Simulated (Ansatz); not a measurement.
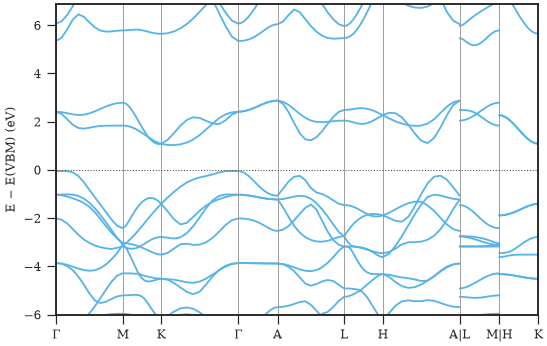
Figure: Band structure from the program Ansatz at the r²SCAN+D4 level (PAW)

The gap is 0.87 eV; an edge lies off the plotted path or next to a special point (maximum off the standard path, minimum off the standard path).

The material is PtS2 (CdI2 type, space group No. 164).

Space group P-3m1 (CdI2 type). Symmetry was held in the r²SCAN+D4 relaxation; phonons on a q-mesh show no instability. No spin polarisation was allowed. Spin–orbit coupling is left out wherever it is not named.

Potentials: the later of the program's two PAW sets.
